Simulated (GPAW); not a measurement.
# Settings that the conductance of an In chain with a Cl atom on top of one atom needs, part 4 of 5

How do the numerical settings move the conductance of an In chain with a Cl atom on top of one atom?

GPAW 26.7.0; GPAW LCAO, PAW setups; Landauer transmission from Green's functions with principal layers (ASE), zero bias.

So far, conductance (G₀): step 2 (the reference run) 1.60; step 10 (energy step: de = 0.025) 1.61; step 11 (energy step: de = 0.0125) 1.61; step 13 (varying the width of the vacuum box) 0.919; step 14 (width of the vacuum box, box 6 Å) 1.27.

## 15. Width of the vacuum box, box 7.5 Å

The cell differs from the one that the last finished run ended in (a 6.000 → 7.500 Å, b 6.000 → 7.500 Å).

Contents of run.py:

```python
import json
import numpy as np
from ase import Atoms
from ase.transport.calculators import TransportCalculator
from gpaw import GPAW, FermiDirac
from gpaw.lcao.tools import get_lcao_hamiltonian
from scipy.linalg import eigh

# The junction with lead layers at both ends, along the third cell vector
device = Atoms(
    ['In', 'In', 'In', 'In', 'In', 'In', 'Cl', 'In', 'In', 'In', 'In', 'In'],
    positions=[
        [3.75000, 3.75000, 1.47500],
        [3.75000, 3.75000, 4.42500],
        [3.75000, 3.75000, 7.37500],
        [3.75000, 3.75000, 10.32500],
        [3.75000, 3.75000, 13.27500],
        [3.75000, 3.75000, 16.22500],
        [5.97080, 3.75000, 16.22500],
        [3.75000, 3.75000, 19.17500],
        [3.75000, 3.75000, 22.12500],
        [3.75000, 3.75000, 25.07500],
        [3.75000, 3.75000, 28.02500],
        [3.75000, 3.75000, 30.97500]],
    cell=[[7.5, 0.0, 0.0], [0.0, 7.5, 0.0], [0.0, 0.0, 32.45]],
    pbc=True)

# One principal layer of the lead: the first 3 atoms of the device
lead = Atoms(
    ['In', 'In', 'In'],
    positions=[
        [3.75000, 3.75000, 1.47500],
        [3.75000, 3.75000, 4.42500],
        [3.75000, 3.75000, 7.37500]],
    cell=[[7.5, 0.0, 0.0], [0.0, 7.5, 0.0], [0.0, 0.0, 8.85]],
    pbc=True)

settings = dict(mode='lcao', basis='szp(dzp)', xc='LDA', h=0.2,
                occupations=FermiDirac(0.1), maxiter=250,
                mixer=dict(beta=0.1, nmaxold=8, weight=100.0),
                convergence=dict(density=0.0001))
energies = np.arange(-3, 3 + 1e-9, 0.075)
eta = 0.0001
n1, n2 = 1, 1
# k and -k transmit alike, so half of the mesh across the current serves
mesh = [(i, j) for i in range(n1) for j in range(n2) if (i, j) <= (-i % n1, -j % n2)]
weights = np.array([1 if (i, j) == (-i % n1, -j % n2) else 2 for i, j in mesh]) / (n1 * n2)

# [... helper functions left out ...]
fermi_lead = ground_state(lead, (1, 1, 13), 'lead.txt')
fermi_device = ground_state(device, (1, 1, 3), 'device.txt')
# [... loop over the mesh left out, but for ...]
        # Shift the lead onto the potential of the device's first layer
        shift = ((H[:, 0, 0] - H0[:, 0, 0]) / S0[0, 0]).real.mean()
# [...]
kT = 8.617333e-5 * 300
bias = [0.1, 0.2, 0.5, 1.0, 1.5, 2.0]
# [... integrals and printing left out ...]
```

The run is started by

```console
OMP_NUM_THREADS=1 OPENBLAS_NUM_THREADS=2 python run.py
```

Output:

```text
basis functions: device 163, principal layer 42
Fermi level: lead -1.9907 eV, device -1.8830 eV; lead shifted by 0.0082 eV
largest coupling past the next layer 1.87e-06 eV, largest misfit of the first layer 0.037 eV
  E-E_F (eV)   T (one spin)  [channel counts left out]
    -3.000    5.5363e-01
    -2.925    5.0661e-01
    -2.850    4.7152e-01
[...]
2.925    2.0272e+00
     3.000    2.0222e+00
conductance at 300 K: 1.532 G0 a cell; thermopower -5.314 uV/K
current from the zero-bias T(E) at 0.1 V: 11.804 uA
current from the zero-bias T(E) at 0.2 V: 23.216 uA
current from the zero-bias T(E) at 0.5 V: 53.913 uA
current from the zero-bias T(E) at 1.0 V: 102.45 uA
current from the zero-bias T(E) at 1.5 V: 152.28 uA
current from the zero-bias T(E) at 2.0 V: 203.83 uA
```

Elapsed: 25 s, on 2 threads of Arm Neoverse V2, shared host; peak memory 0.86 GiB.

The conductance, 1.53 G₀, lies 4.4 % below that of the base run.

## 16. Width of the vacuum box, box 11 × 11 Å

The cell differs from the one that the last finished run ended in (a 7.500 → 11.000 Å, b 7.500 → 11.000 Å).

Edit run.py of step 15 so:

```diff
@@ -12,15 +12,15 @@
     positions=[
-        [3.75000, 3.75000, 1.47500],
-        [3.75000, 3.75000, 4.42500],
-        [3.75000, 3.75000, 7.37500],
-        [3.75000, 3.75000, 10.32500],
-        [3.75000, 3.75000, 13.27500],
-        [3.75000, 3.75000, 16.22500],
-        [5.97080, 3.75000, 16.22500],
-        [3.75000, 3.75000, 19.17500],
-        [3.75000, 3.75000, 22.12500],
-        [3.75000, 3.75000, 25.07500],
-        [3.75000, 3.75000, 28.02500],
-        [3.75000, 3.75000, 30.97500]],
-    cell=[[7.5, 0.0, 0.0], [0.0, 7.5, 0.0], [0.0, 0.0, 32.45]],
+        [5.50000, 5.50000, 1.47500],
+        [5.50000, 5.50000, 4.42500],
+        [5.50000, 5.50000, 7.37500],
+        [5.50000, 5.50000, 10.32500],
+        [5.50000, 5.50000, 13.27500],
+        [5.50000, 5.50000, 16.22500],
+        [7.72080, 5.50000, 16.22500],
+        [5.50000, 5.50000, 19.17500],
+        [5.50000, 5.50000, 22.12500],
+        [5.50000, 5.50000, 25.07500],
+        [5.50000, 5.50000, 28.02500],
+        [5.50000, 5.50000, 30.97500]],
+    cell=[[11.0, 0.0, 0.0], [0.0, 11.0, 0.0], [0.0, 0.0, 32.45]],
     pbc=True)
@@ -31,6 +31,6 @@
     positions=[
-        [3.75000, 3.75000, 1.47500],
-        [3.75000, 3.75000, 4.42500],
-        [3.75000, 3.75000, 7.37500]],
-    cell=[[7.5, 0.0, 0.0], [0.0, 7.5, 0.0], [0.0, 0.0, 8.85]],
+        [5.50000, 5.50000, 1.47500],
+        [5.50000, 5.50000, 4.42500],
+        [5.50000, 5.50000, 7.37500]],
+    cell=[[11.0, 0.0, 0.0], [0.0, 11.0, 0.0], [0.0, 0.0, 8.85]],
     pbc=True)
```

Output:

```text
basis functions: device 163, principal layer 42
Fermi level: lead -3.0667 eV, device -3.0123 eV; lead shifted by -0.0014 eV
largest coupling past the next layer 1.87e-06 eV, largest misfit of the first layer 0.030 eV
  E-E_F (eV)   T (one spin)  [channel counts left out]
    -3.000    5.4250e-01
    -2.925    4.7325e-01
    -2.850    4.2368e-01
[...]
2.925    2.0534e+00
     3.000    2.0469e+00
conductance at 300 K: 1.6072 G0 a cell; thermopower -4.097 uV/K
current from the zero-bias T(E) at 0.1 V: 12.389 uA
current from the zero-bias T(E) at 0.2 V: 24.39 uA
current from the zero-bias T(E) at 0.5 V: 56.511 uA
current from the zero-bias T(E) at 1.0 V: 106.61 uA
current from the zero-bias T(E) at 1.5 V: 157.91 uA
current from the zero-bias T(E) at 2.0 V: 210.81 uA
```

Run time: 33 s. Hardware: 2 threads; peak memory 1.6 GiB.

The conductance, 1.61 G₀, lies 0.3 % above that of the base run.

## 17. Varying the width of the vacuum box, box 13 × 13 Å

The cell differs from the one that the last finished run ended in (a 11.000 → 13.000 Å, b 11.000 → 13.000 Å).

Edit run.py of step 16 so:

```diff
@@ -12,15 +12,15 @@
     positions=[
-        [5.50000, 5.50000, 1.47500],
-        [5.50000, 5.50000, 4.42500],
-        [5.50000, 5.50000, 7.37500],
-        [5.50000, 5.50000, 10.32500],
-        [5.50000, 5.50000, 13.27500],
-        [5.50000, 5.50000, 16.22500],
-        [7.72080, 5.50000, 16.22500],
-        [5.50000, 5.50000, 19.17500],
-        [5.50000, 5.50000, 22.12500],
-        [5.50000, 5.50000, 25.07500],
-        [5.50000, 5.50000, 28.02500],
-        [5.50000, 5.50000, 30.97500]],
-    cell=[[11.0, 0.0, 0.0], [0.0, 11.0, 0.0], [0.0, 0.0, 32.45]],
+        [6.50000, 6.50000, 1.47500],
+        [6.50000, 6.50000, 4.42500],
+        [6.50000, 6.50000, 7.37500],
+        [6.50000, 6.50000, 10.32500],
+        [6.50000, 6.50000, 13.27500],
+        [6.50000, 6.50000, 16.22500],
+        [8.72080, 6.50000, 16.22500],
+        [6.50000, 6.50000, 19.17500],
+        [6.50000, 6.50000, 22.12500],
+        [6.50000, 6.50000, 25.07500],
+        [6.50000, 6.50000, 28.02500],
+        [6.50000, 6.50000, 30.97500]],
+    cell=[[13.0, 0.0, 0.0], [0.0, 13.0, 0.0], [0.0, 0.0, 32.45]],
     pbc=True)
@@ -31,6 +31,6 @@
     positions=[
-        [5.50000, 5.50000, 1.47500],
-        [5.50000, 5.50000, 4.42500],
-        [5.50000, 5.50000, 7.37500]],
-    cell=[[11.0, 0.0, 0.0], [0.0, 11.0, 0.0], [0.0, 0.0, 8.85]],
+        [6.50000, 6.50000, 1.47500],
+        [6.50000, 6.50000, 4.42500],
+        [6.50000, 6.50000, 7.37500]],
+    cell=[[13.0, 0.0, 0.0], [0.0, 13.0, 0.0], [0.0, 0.0, 8.85]],
     pbc=True)
```

Output:

```text
basis functions: device 163, principal layer 42
Fermi level: lead -3.3069 eV, device -3.2658 eV; lead shifted by -0.0010 eV
largest coupling past the next layer 1.87e-06 eV, largest misfit of the first layer 0.030 eV
  E-E_F (eV)   T (one spin)  [channel counts left out]
    -3.000    5.4396e-01
    -2.925    4.7434e-01
    -2.850    4.2449e-01
[...]
2.925    2.0533e+00
     3.000    2.0468e+00
conductance at 300 K: 1.6065 G0 a cell; thermopower -4.154 uV/K
current from the zero-bias T(E) at 0.1 V: 12.385 uA
current from the zero-bias T(E) at 0.2 V: 24.385 uA
current from the zero-bias T(E) at 0.5 V: 56.522 uA
current from the zero-bias T(E) at 1.0 V: 106.63 uA
current from the zero-bias T(E) at 1.5 V: 157.94 uA
current from the zero-bias T(E) at 2.0 V: 210.85 uA
```

The job ended after 37 s (2 threads; peak memory 1.8 GiB).

One spin. The transmission, zone mean by energy, zero at the Fermi level:

```csv
energy (eV),"transmission, zone mean"
-3.000,0.544
-2.475,0.281
-2.025,1.1e-7
-1.500,3.3e-9
-0.975,0.940
-0.525,0.984
0.000,1.63
0.525,1.63
0.975,1.82
1.500,1.95
2.025,2.03
2.475,2.06
3.000,2.05
```

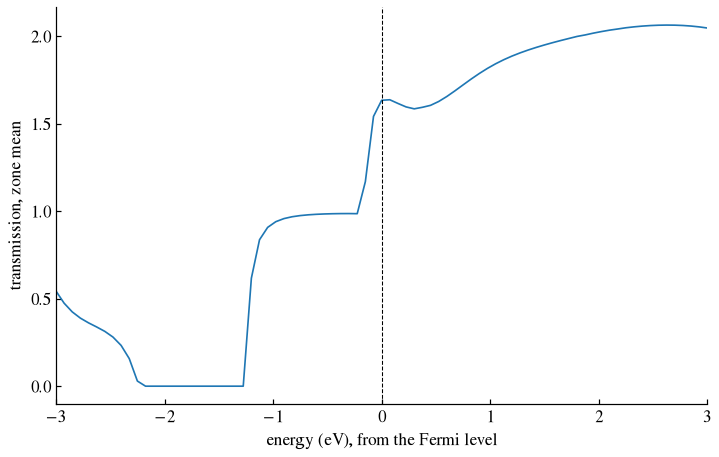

Transmission, zone mean against energy.

The conductance, 1.61 G₀, lies 0.3 % above that of the base run.

## 18. Convergence in the width of the vacuum box

The runs and the base run on one axis.

This step: convergence of the conductance (GPAW 26.7.0).

Conductance against width of the vacuum box:

```csv
width of the vacuum box (Å),conductance (G₀)
5.00,0.919
6.00,1.27
7.50,1.53
9.00,1.60
11.00,1.61
13.00,1.61
```

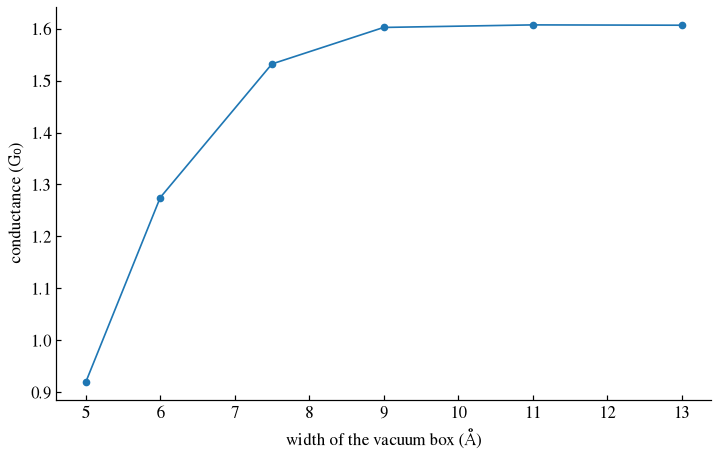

Conductance against width of the vacuum box.

## 19. Periods in a principal layer

A principal layer must be long enough that orbitals couple only to the neighbouring layers.

This step: GPAW LCAO, PAW setups; Landauer transmission from Green's functions with principal layers (ASE), zero bias (GPAW 26.7.0).

Contents of run.py:

```python
import json
import numpy as np
from ase import Atoms
from ase.transport.calculators import TransportCalculator
from gpaw import GPAW, FermiDirac
from gpaw.lcao.tools import get_lcao_hamiltonian
from scipy.linalg import eigh

# The junction with lead layers at both ends, along the third cell vector
device = Atoms(
    ['In', 'In', 'In', 'In', 'In', 'In', 'Cl', 'In', 'In', 'In', 'In', 'In'],
    positions=[
        [4.50000, 4.50000, 1.47500],
        [4.50000, 4.50000, 4.42500],
        [4.50000, 4.50000, 7.37500],
        [4.50000, 4.50000, 10.32500],
        [4.50000, 4.50000, 13.27500],
        [4.50000, 4.50000, 16.22500],
        [6.72080, 4.50000, 16.22500],
        [4.50000, 4.50000, 19.17500],
        [4.50000, 4.50000, 22.12500],
        [4.50000, 4.50000, 25.07500],
        [4.50000, 4.50000, 28.02500],
        [4.50000, 4.50000, 30.97500]],
    cell=[[9.0, 0.0, 0.0], [0.0, 9.0, 0.0], [0.0, 0.0, 32.45]],
    pbc=True)

# One principal layer of the lead: the first 1 atoms of the device
lead = Atoms(
    ['In'],
    positions=[
        [4.50000, 4.50000, 1.47500]],
    cell=[[9.0, 0.0, 0.0], [0.0, 9.0, 0.0], [0.0, 0.0, 2.95]],
    pbc=True)

settings = dict(mode='lcao', basis='szp(dzp)', xc='LDA', h=0.2,
                occupations=FermiDirac(0.1), maxiter=250,
                mixer=dict(beta=0.1, nmaxold=8, weight=100.0),
                convergence=dict(density=0.0001))
energies = np.arange(-3, 3 + 1e-9, 0.075)
eta = 0.0001
n1, n2 = 1, 1
# k and -k transmit alike, so half of the mesh across the current serves
mesh = [(i, j) for i in range(n1) for j in range(n2) if (i, j) <= (-i % n1, -j % n2)]
weights = np.array([1 if (i, j) == (-i % n1, -j % n2) else 2 for i, j in mesh]) / (n1 * n2)

# [... helper functions left out ...]
fermi_lead = ground_state(lead, (1, 1, 38), 'lead.txt')
fermi_device = ground_state(device, (1, 1, 3), 'device.txt')
# [... loop over the mesh left out, but for ...]
        # Shift the lead onto the potential of the device's first layer
        shift = ((H[:, 0, 0] - H0[:, 0, 0]) / S0[0, 0]).real.mean()
# [...]
kT = 8.617333e-5 * 300
bias = [0.1, 0.2, 0.5, 1.0, 1.5, 2.0]
# [... integrals and printing left out ...]
```

Output:

```text
basis functions: device 163, principal layer 14
Fermi level: lead -2.6440 eV, device -2.5656 eV; lead shifted by 0.0009 eV
largest coupling past the next layer 6.44e-01 eV, largest misfit of the first layer 0.003 eV
  E-E_F (eV)   T (one spin)  [channel counts left out]
    -3.000    4.7379e-01
    -2.925    3.7259e-01
    -2.850    3.0841e-01
    -2.775    2.7145e-01
    -2.700    2.5374e-01
    -2.625    2.5002e-01
    -2.550    2.5674e-01
    -2.475    2.7023e-01
    -2.400    2.8342e-01
    -2.325    2.7737e-01
    -2.250    1.9131e-01
    -2.175    3.4076e-07
    -2.100    3.0609e-07
    -2.025    2.3823e-05
    -1.950    3.2581e-07
    -1.875    4.7464e-02
[...]
2.475    2.0995e+00
     2.550    2.0720e+00
     2.625    2.0293e+00
     2.700    1.9785e+00
     2.775    1.9317e+00
     2.850    1.9025e+00
     2.925    1.9030e+00
     3.000    1.9378e+00
conductance at 300 K: 1.3283 G0 a cell; thermopower -13.74 uV/K
current from the zero-bias T(E) at 0.1 V: 10.301 uA
current from the zero-bias T(E) at 0.2 V: 20.63 uA
current from the zero-bias T(E) at 0.5 V: 51.456 uA
current from the zero-bias T(E) at 1.0 V: 100.08 uA
current from the zero-bias T(E) at 1.5 V: 146.04 uA
current from the zero-bias T(E) at 2.0 V: 191.72 uA
```

The job ended after 23 s (2 threads; peak memory 1 GiB).

This step gave:

| Item | Value |
| --- | --- |
| conductance | 1.328 G₀ |
| largest coupling past the next principal layer | 0.6440 eV |
| largest misfit of the first principal layer | 0.003158 eV |
| shift that aligns the lead | 8.92e-4 eV |
| basis functions of a principal layer | 14 |
| transmission at the Fermi level (one spin) | 1.322 |

One spin. Table of transmission, zone mean by energy, zero at the Fermi level:

```csv
energy (eV),"transmission, zone mean"
-3.0000,0.474
-2.7750,0.271
-2.4750,0.270
-2.2500,0.191
-2.0250,2.4e-5
-1.7250,0.288
-1.5000,0.311
-1.2750,0.347
-0.9750,0.477
-0.7500,0.668
-0.5250,0.890
-0.2250,0.999
0.0000,1.32
0.1500,1.67
0.2250,1.66
0.5250,1.50
0.7500,1.69
0.9750,1.88
1.2750,1.87
1.5000,1.81
1.7250,1.86
2.0250,2.02
2.2500,2.10
2.4000,2.11
2.4750,2.10
2.7750,1.93
3.0000,1.94
```

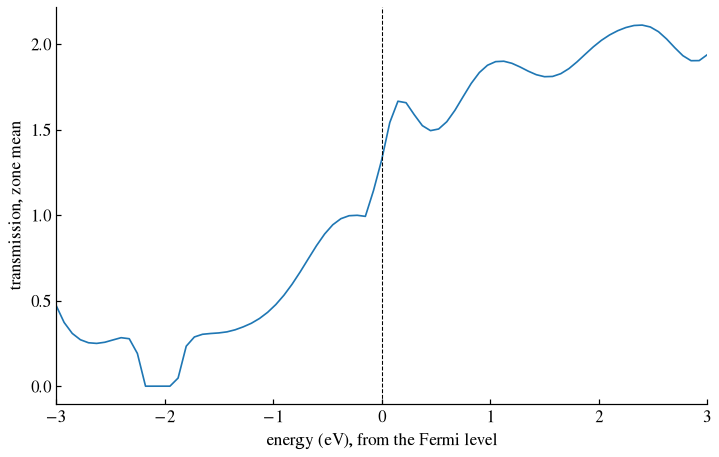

Transmission, zone mean against energy.

Not self-consistent under bias; the bias window is split evenly. Table of current through one cell, from the zero-bias transmission by bias:

```csv
bias (V),"current through one cell, from the zero-bias transmission (μA)"
0.100,10.3
0.200,20.6
0.500,51.5
1.000,100
1.500,146
2.000,192
```

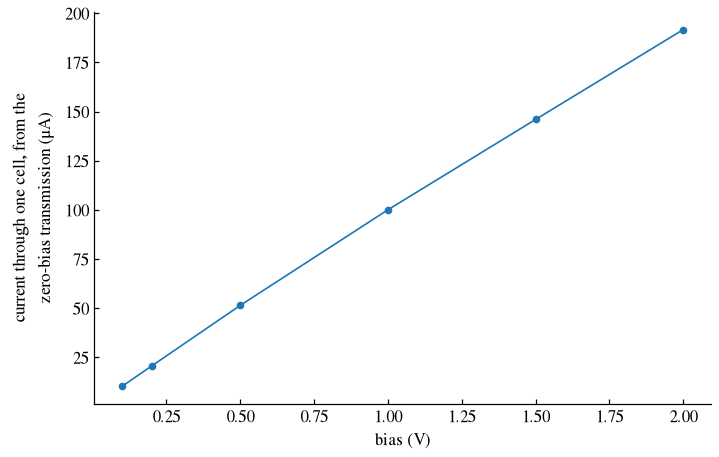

Current through one cell, from the zero-bias transmission, plotted against bias.

The conductance, 1.33 G₀, lies 17 % below that of the base run. Couplings past the next layer reach 0.64 eV, too large to drop without error; the matrix elements of the cell's first layer differ from the bulk lead's by up to 0.0032 eV. That layer keeps its own values in the calculation, and only beyond it is the lead taken as perfect.

[end of part 4 of 5]

[Logs are printed without paths, hosts, clocks, repeated set-up lines and the standing remarks that a program may print on its own settings, such as how far it seeks lower states.]

[Hosts, paths, dates, database ids (printed as entryN), source tags and the programs' standing remarks are cut or masked in the printed files.]
